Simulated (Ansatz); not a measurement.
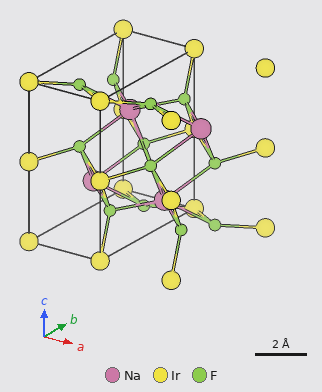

This is the input geometry for a relaxation of a crystal of NaIrF3 (a generated structure, set up in Cmcm). Style: ball-and-stick. Shown: the cell of the calculation, repeated 2 × 1 × 1 with one cell outlined, from a free direction.

The start is a swapped structure.

Level of theory: DFT, PAW plane waves, PBE in Ansatz 0.2.0.

Input
```yaml
crystal:
  lattice:
    - [3.170243, 0.0, 0.0]
    - [1.585121, -5.157225, 0.0]
    - [0.0, 0.0, -7.536013]
  atoms:
    - { symbol: Na, position: [0.7457, 0.5086, 0.75] }
    - { symbol: Na, position: [0.2543, 0.4914, 0.25] }
    - { symbol: Ir, position: [0.0, 0.0, 0.0] }
    - { symbol: Ir, position: [0.0, 0.0, 0.5] }
    - { symbol: F, position: [0.0842, 0.8316, 0.75] }
    - { symbol: F, position: [0.9158, 0.1684, 0.25] }
    - { symbol: F, position: [0.6278, 0.7444, 0.0563] }
    - { symbol: F, position: [0.3722, 0.2556, 0.5563] }
    - { symbol: F, position: [0.3722, 0.2556, 0.9437] }
    - { symbol: F, position: [0.6278, 0.7444, 0.4437] }
  symmetry: { tolerance: 0.0003 }
kpoints:
  mp_grid: { grid: [6, 6, 3], shift: [0, 0, 0] }
magnetization:
  spin_polarized: false
scf:
  occupations: { method: fermi_dirac }
  lower_state_search: "off"
hamiltonian:
  pseudopotentials: { kind: paw }
  xc: pbe
basis:
  ecutwfc: 420
  fft_grid_basis: typed
relax:
  max_steps: 80
  cell: { p_target: 0.0 }
output:
  forces: true
  stress: true
  eigenvalues: true
  bader: true
  populations: true
  elf: true
  write_potential: true
  volumetric_format: npy
  dos:
    e_range: [-12, 8]
    de: 0.05
    projected: { site_lists: { F: [F], Ir: [Ir], Na: [Na] } }
checkpoint:
  read: saved_state
```

Launched with:
```bash
ansatz run input.yaml --threads 2 --pin off --max-ram 2560MiB --backend cpu --events-out ev --progress --plain --runs-dir out
```

Q: Predict the outcome.

A: The largest moves relative to the cell, 0.17 Å, are those of F7, F8, F9 and F10. F7 goes along [−1 2 −2]. By element the largest moves are F 0.17 Å, Na 0.04 Å. Ir stays in place. Cell: a 3.170 → 3.689 Å (+16.3 %), b 5.395 → 5.356 Å (−0.7 %), c 7.536 → 7.243 Å (−3.9 %), γ 72.9° → 69.9°. Volume +9.0 %. Some distances before and after: Na1–Na1 3.170 → 3.689 Å, Na1–F8 2.519 → 2.747 Å, Na1–F10 2.609 → 2.474 Å, Ir3–F7 2.105 → 2.207 Å. Among the angles between lasting bonds that change: F8–Ir4–F8 97.7° → 113.4°, F8–Ir4–F10 82.3° → 66.6°, Ir3–F9–Ir3 97.7° → 113.4°. The space group stays Cmcm (No. 63). The energy falls by 127 meV per atom in 14 accepted moves (17 points after the start). Largest force component: 0.98 eV/Å at the start, 0.0021 eV/Å at the end. Pressure: 13.29 GPa at the start and 0.00 GPa at the end. The SCF was repeated 3 times at an unchanged geometry on a basis and grid sized afresh for the cell, which shifted the energy by 20.1 meV per atom at most. The run took of the order of 2.8 core-minutes on a shared host.

Step by step:

```
step  E − E(0), meV/atom  largest force component, eV/Å  pressure, GPa  volume, Å³/atom                      note
   0                0.00                         0.9816          13.29           12.321                          
   1              -62.00                         0.1611           2.53           13.095                          
   2              -84.09                         0.3500          -1.43           13.404                          
   3              -91.06                         0.3116          -3.72           13.523                          
   4              -97.96                         0.1999          -1.29           13.335                          
   5             -100.69                         0.1165          -0.07           13.220                          
   6             -101.95                         0.0824           0.48           13.117                          
   7             -102.10                         0.0091           0.06           13.141                          
   8             -102.10                         0.0095          -0.01           13.142                          
   9             -122.17                         0.0130           2.09           13.142  same geometry, new basis
  10             -122.84                         0.1537           1.18           13.335                          
  11             -124.95                         0.1261          -0.40           13.490                          
  12             -126.13                         0.0287           0.09           13.414                          
  13             -126.08                         0.0246          -0.02           13.427                          
  14             -126.08                         0.0016          -0.01           13.434                          
  15             -127.38                         0.0017           0.04           13.434  same geometry, new basis
  16             -127.39                         0.0020           0.00           13.435                          
  17             -127.37                         0.0021           0.00           13.435  same geometry, new basis
```

Final geometry:

```
CELL_PARAMETERS angstrom
3.68853 0.00000 0.00000
1.84426 -5.02868 0.00000
0.00000 0.00000 -7.24347
ATOMIC_POSITIONS crystal
Na 0.74993 0.50014 0.75000
Na 0.25007 0.49986 0.25000
Ir 0.00000 0.00000 0.00000
Ir 0.00000 0.00000 0.50000
F 0.09789 0.80422 0.75000
F 0.90211 0.19578 0.25000
F 0.61739 0.76523 0.03778
F 0.38261 0.23477 0.53778
F 0.38261 0.23477 0.96222
F 0.61739 0.76523 0.46222
```

After the run, drawn alike:

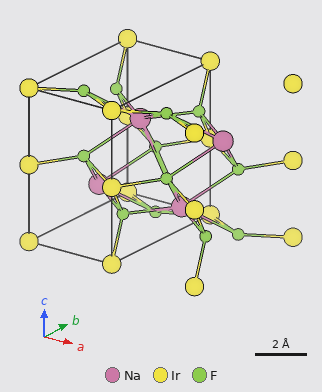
